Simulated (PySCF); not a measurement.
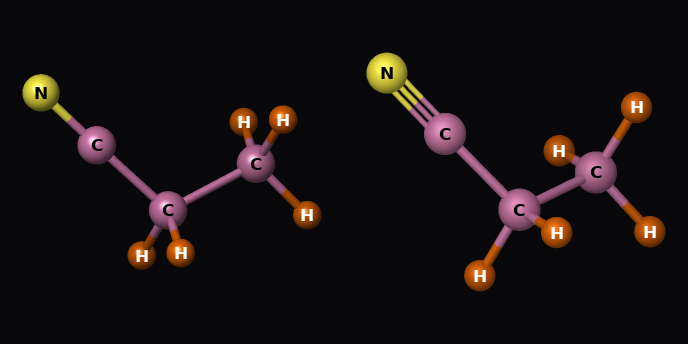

Two views of one molecule.

The geometry was computed by an optimisation with PBE0-D3(BJ)/def2-TZVP. No frequency run is at hand to confirm it as a minimum.

Give the formula.

C3H5N, 9 atoms: 3 carbon, 5 hydrogen and 1 nitrogen.

Name functional groups in it.

Among them: nitrile.

How many atoms are distinct by symmetry?

7: 1 C, 1 C, 1 C, 1 N, 2 H, 1 H, 2 H.

More results for the same structure follow; atom numbers are the same in all pictures, views and colours differ.

## NMR shielding

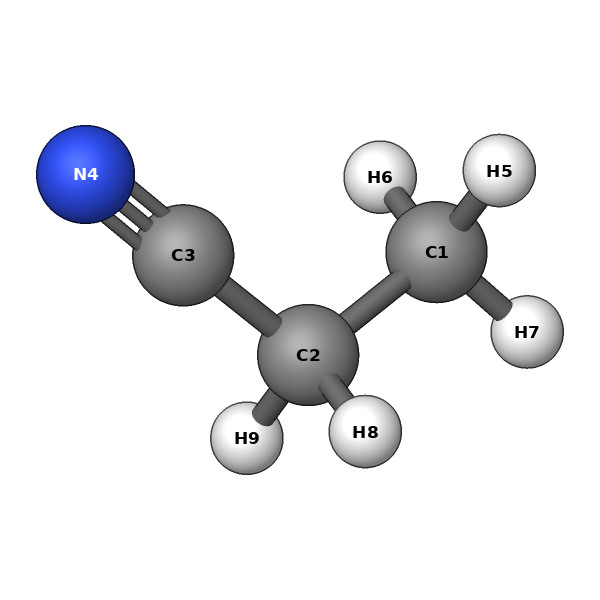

The questions are on isotropic NMR shieldings of the H atoms. No frequency run is at hand to confirm it as a minimum. Properties computed with GIAO ωB97X-D/pcSseg-2 NMR shielding, non-relativistic, gas phase (PySCF 2.14.0).

List the isotropic NMR shieldings of the H atoms.

```json
{"atom": "H5", "σ (ppm)": "30.35"}
{"atom": "H6", "σ (ppm)": "30.35"}
{"atom": "H7", "σ (ppm)": "30.60"}
{"atom": "H8", "σ (ppm)": "29.52"}
{"atom": "H9", "σ (ppm)": "29.52"}
```

## Charges

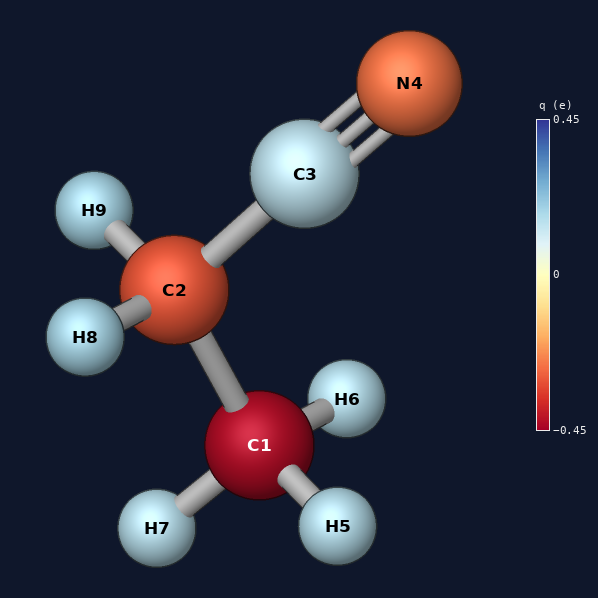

Atoms are coloured by their IAO charges. No frequency run is at hand to confirm it as a minimum. Method: PBE0/pcSseg-2, gas phase (PySCF 2.14.0).

Give the IAO charges atom by atom.

```tsv
atom	value (e)
C1	−0.42
C2	−0.30
C3	0.14
N4	−0.26
H5	0.16
H6	0.16
H7	0.16
H8	0.18
H9	0.18
```

## Spin–spin coupling

No frequency run is at hand to confirm it as a minimum. Properties computed with B97-2/pcJ-2 indirect spin-spin coupling, non-relativistic, gas phase (PySCF 2.14.0). Isotopes: 13C, 1H, 15N.

Give the spin–spin coupling constants of these pairs, with the number of bonds between them: C1/C2, C1/H6, C2/H9, C3/N4, H6/H7.

| pair | bonds apart | J (Hz) |
| --- | --- | --- |
| C1, C2 | 1 | 32.1 |
| C1, H6 | 1 | 123.1 |
| C2, H9 | 1 | 123.7 |
| C3, N4 | 1 | −16.6 |
| H6, H7 | 2 | −12.1 |
